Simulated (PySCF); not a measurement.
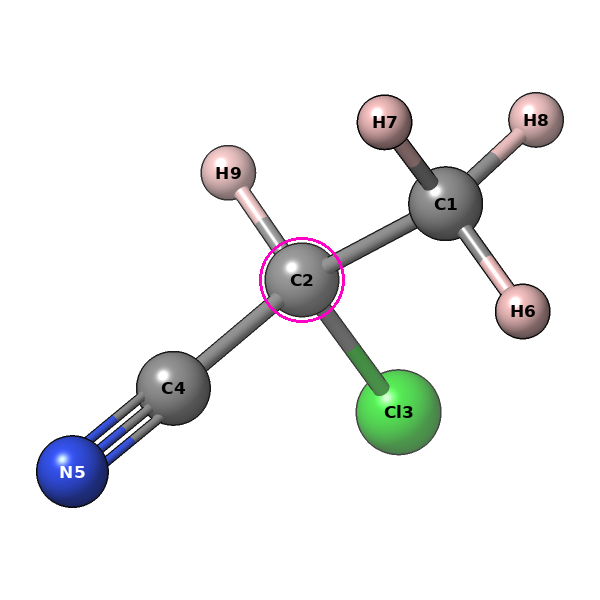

Distant atoms are faded towards the background colour. Circles mark the stereogenic atoms. The geometry was computed by an optimisation with PBE0-D3(BJ)/def2-SVP. No frequency run is at hand to confirm it as a minimum.

### Assign CIP descriptors.

C2: R (priorities Cl3 > C4 > C1 > H9).
